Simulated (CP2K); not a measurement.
# H3O+ (oxonium): PBE/DZVP-MOLOPT-SR-GTH (core potential)

What is the vertical singlet–triplet gap of H3O+ (oxonium) at PBE/DZVP-MOLOPT-SR-GTH (core potential)? 

The results are computed with CP2K 2026.2.

## 1. Starting point

H3O+: 4 atoms, total charge +1, spin state singlet. SMILES: `[OH3+]`. Geometry: relaxed at PBE0-D4/def2-TZVP.

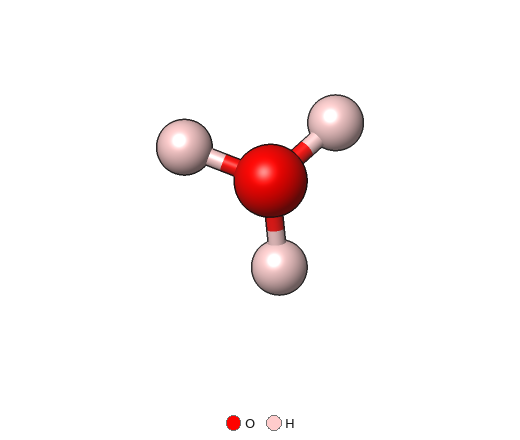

Viewed from a chosen angle; oxygen red, hydrogen pink.

## 2. A single-point energy at PBE/DZVP-MOLOPT-SR-GTH (core potential)

The input, calc.inp:

```
&FORCE_EVAL
    METHOD Quickstep
    &DFT
        BASIS_SET_FILE_NAME BASIS_MOLOPT
        POTENTIAL_FILE_NAME GTH_POTENTIALS
        CHARGE 1
        ! Quickstep
        &QS
            METHOD GPW
            EPS_DEFAULT 1.0E-10
        &END
        ! real-space grids
        &MGRID
            CUTOFF 400
            REL_CUTOFF 50
            NGRIDS 4
        &END
        &POISSON
            PERIODIC NONE
            POISSON_SOLVER MULTIPOLE
        &END
        ! SCF settings
        &SCF
            SCF_GUESS ATOMIC
            EPS_SCF 1.0E-06
            MAX_SCF 80
            ADDED_MOS 5
            &DIAGONALIZATION
                ALGORITHM STANDARD
            &END
            &MIXING
                METHOD PULAY_MIXING
                ALPHA 0.3
                NBUFFER 8
            &END
        &END
        &XC
            &XC_FUNCTIONAL PBE
            &END
        &END
        ! extra output
        &PRINT
            &MOMENTS
                PERIODIC F
                REFERENCE COM
                MAX_MOMENT 1
            &END
            &MO ON
                ENERGIES T
                OCCUPATION_NUMBERS T
                NDIGITS 6
                &EACH
                    QS_SCF 0
                &END
                ADD_LAST NUMERIC
            &END
            &HIRSHFELD OFF
            &END
        &END
    &END
    ! structure
    &SUBSYS
        &CELL
            ABC 7.6 8.4 8.6
            PERIODIC NONE
        &END
        &COORD
            O      4.076885     3.930805     4.228420
            H      4.113975     4.905945     4.296320
            H      3.486025     3.619215     3.513800
            H      3.902775     3.494055     5.086200
        &END
        &KIND O
            BASIS_SET DZVP-MOLOPT-SR-GTH-q6
            POTENTIAL GTH-PBE-q6
        &END
        &KIND H
            BASIS_SET DZVP-MOLOPT-SR-GTH-q1
            POTENTIAL GTH-PBE-q1
        &END
    &END
&END

&GLOBAL
    PROJECT_NAME calc
    RUN_TYPE ENERGY
    PRINT_LEVEL MEDIUM
&END
```

Run with:

```console
$ OMP_NUM_THREADS=1 cp2k.psmp calc.inp > calc.out
```

Output:

```text
CP2K| version string:                                       CP2K version 2026.2
[...]
 GLOBAL| Method name                                                        CP2K
[...]
 GLOBAL| Run type                                                         ENERGY
[...]
 DFT| Spin restricted Kohn-Sham (RKS) calculation                            RKS
 DFT| Multiplicity                                                             1
[...]
 DFT| Charge                                                                   1
[...]
 FUNCTIONAL| PBE:
 QS| Method:                                                                 GPW
[...]
 QS| Density cutoff [a.u.]:                                                200.0
[...]
 QS| Relative density cutoff [a.u.]:                                        25.0
[...]
                             - Atoms:                                          4
[...]
                             - Spherical basis functions:                     28
[...]
 Number of electrons:                                                          8
[...]
     1 NoMix/Diag. 0.30E+00    0.5     1.10443776       -16.6894501877 -1.67E+01
[...]
    12 Pulay/Diag. 0.30E+00    0.6     0.00000091       -17.4854907548 -4.41E-06
  *** SCF run converged in    12 steps ***
[...]
  Overlap energy of the core charge distribution:               0.00000004751822
  Self energy of the core charge distribution:                -45.75762895560705
  Core Hamiltonian energy:                                     13.23109217989866
  Hartree energy:                                              19.35292007629387
  Exchange-correlation energy:                                 -4.31187410287255
  Total energy:                                               -17.48549075476885
[...]
                     Mulliken Population Analysis
 #  Atom  Element  Kind  Atomic population                           Net charge
       1     O        1          5.762651                              0.237349
       2     H        2          0.745767                              0.254233
       3     H        2          0.745811                              0.254189
       4     H        2          0.745771                              0.254229
 # Total charge                              8.000000                  1.000000
[...]
  Dipole moment [Debye]
    X= -0.1398033E+01 Y=  0.4361979E+00 Z=  0.4048600E+00  Total=      1.5194331
 ENERGY| Total FORCE_EVAL ( QS ) energy [hartree]            -17.485490754768847
[...]
```

Run time: 8.1 s. Hardware: 1 thread of Arm Neoverse V2, shared host; peak memory 0.83 GiB.

## 3. The triplet at the same level

The input, job.inp:

```
&GLOBAL
   PROJECT job
   RUN_TYPE ENERGY
   PRINT_LEVEL MEDIUM
&END GLOBAL
&FORCE_EVAL
   METHOD QS
   &DFT
      BASIS_SET_FILE_NAME BASIS_MOLOPT
      POTENTIAL_FILE_NAME GTH_POTENTIALS
      CHARGE 1
      MULTIPLICITY 3
      LSD T
      &QS
         METHOD GPW
         EPS_DEFAULT 1.0E-10
      &END QS
      &MGRID
         CUTOFF 400
         REL_CUTOFF 50
         NGRIDS 4
      &END MGRID
      &POISSON
         PERIODIC NONE
         POISSON_SOLVER MULTIPOLE
      &END POISSON
      &SCF
         SCF_GUESS ATOMIC
         EPS_SCF 1.0E-06
         MAX_SCF 40
         &OT
            MINIMIZER DIIS
            PRECONDITIONER FULL_ALL
         &END OT
         &OUTER_SCF
            EPS_SCF 1.0E-06
            MAX_SCF 5
         &END OUTER_SCF
      &END SCF
      &XC
         &XC_FUNCTIONAL PBE
         &END XC_FUNCTIONAL
      &END XC
      &PRINT
         &MOMENTS
            PERIODIC F
            REFERENCE COM
            MAX_MOMENT 1
         &END MOMENTS
         &MO_CUBES
            NLUMO 1
            NHOMO -1
            WRITE_CUBE F
         &END MO_CUBES
         &HIRSHFELD OFF
         &END HIRSHFELD
      &END PRINT
   &END DFT
   &SUBSYS
      &CELL
         ABC 7.6 8.4 8.6
         PERIODIC NONE
      &END CELL
      &COORD
         O      4.076885     3.930805     4.228420
         H      4.113975     4.905945     4.296320
         H      3.486025     3.619215     3.513800
         H      3.902775     3.494055     5.086200
      &END COORD
      &KIND O
         BASIS_SET DZVP-MOLOPT-SR-GTH-q6
         POTENTIAL GTH-PBE-q6
      &END KIND
      &KIND H
         BASIS_SET DZVP-MOLOPT-SR-GTH-q1
         POTENTIAL GTH-PBE-q1
      &END KIND
   &END SUBSYS
&END FORCE_EVAL
```

Run with:

```console
$ OMP_NUM_THREADS=1 cp2k.psmp -i job.inp > job.out 2>&1
```

Output:

```text
CP2K| version string:                                       CP2K version 2026.2
[...]
 GLOBAL| Method name                                                        CP2K
[...]
 GLOBAL| Run type                                                         ENERGY
[...]
 DFT| Spin unrestricted (spin-polarized) Kohn-Sham calculation               UKS
 DFT| Multiplicity                                                             3
[...]
 DFT| Charge                                                                   1
[...]
 FUNCTIONAL| PBE:
 QS| Method:                                                                 GPW
[...]
 QS| Density cutoff [a.u.]:                                                200.0
[...]
 QS| Relative density cutoff [a.u.]:                                        25.0
[...]
                             - Atoms:                                          4
[...]
                             - Spherical basis functions:                     28
[...]
 Number of electrons:                                                          5
[...]
     1 OT DIIS     0.15E+00    0.9     0.23104197       -15.9547512971 -1.60E+01
[...]
    34 OT DIIS     0.15E+00    0.9     0.00000056       -17.0128154187 -8.13E-11
  *** SCF run converged in    34 steps ***
[...]
  Overlap energy of the core charge distribution:               0.00000004751822
  Self energy of the core charge distribution:                -45.75762895560705
  Core Hamiltonian energy:                                     13.52710043032482
  Hartree energy:                                              19.50352449862058
  Exchange-correlation energy:                                 -4.28581143956876
  Total energy:                                               -17.01281541871219
[...]
                     Mulliken Population Analysis
 #  Atom  Element  Kind  Atomic population (alpha,beta) Net charge  Spin moment
       1     O        1         3.363839     2.112763     0.523398     1.251075
       2     H        2         0.545911     0.295582     0.158507     0.250329
       3     H        2         0.545658     0.295677     0.158665     0.249981
       4     H        2         0.544592     0.295977     0.159430     0.248615
 # Total charge and spin        5.000000     3.000000     1.000000     2.000000
[...]
  Dipole moment [Debye]
    X= -0.2252657E+00 Y=  0.6500410E-01 Z=  0.6955307E-01  Total=      0.2445563
[...]
 HOMO - LUMO gap [eV] :    6.180032
 ENERGY| Total FORCE_EVAL ( QS ) energy [hartree]            -17.012815418712190
[...]
```

Wall time 33 s (1 thread of Arm Neoverse V2, shared host); peak memory 0.64 GiB.

## 4. Summary of results

At PBE/DZVP-MOLOPT-SR-GTH (core potential):

| quantity | value |
| --- | --- |
| singlet: total energy | -17.48549 Eh |
| singlet: HOMO energy | -18.78 eV |
| singlet: LUMO energy | -5.60 eV |
| singlet: HOMO–LUMO gap | 13.19 eV |
| triplet: total energy | -17.01282 Eh |
| triplet: HOMO energy (highest over α and β) | -7.67 eV |
| triplet: ⟨S²⟩ | 2.002 |
| vertical energy of the triplet above the singlet | 12.862 eV |

At this shape the triplet lies 12.86 eV (297 kcal/mol) above the singlet.
